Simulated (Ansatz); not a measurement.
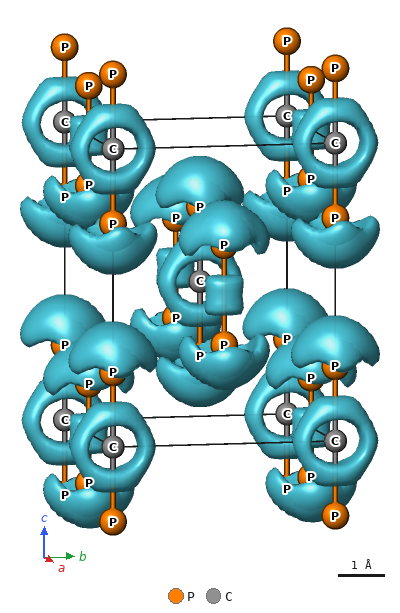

P₄C. Isosurface of the ELF at 0.8 (cyan), seen slightly off an axis. Core shells and regions of very low density are left out. Sticks mark near contacts.

Space group Immm; a generated structure, not necessarily the stable one.

The calculation used DFT PBE, scalar-relativistic, plane waves, PAW (Ansatz 0.2.0).

In a PAW calculation such maps are meaningful between the atoms, not at the nuclei.

Question: What do the ELF domains correspond to?

Answer: At this value the surface marks out two regions between bonded P–P atoms, two regions on C in which the atom's valence shell and bonds are merged and eight regions wrapped around P (the valence shell of each), counted in one cell of 10 atoms. Regions shared between cells count once. Along the contacts the grid gives the following. P–C (1.67 Å): the ELF peaks at about 0.90 between the atoms. P–P (2.23 Å): the ELF peaks at about 0.90 between the atoms.
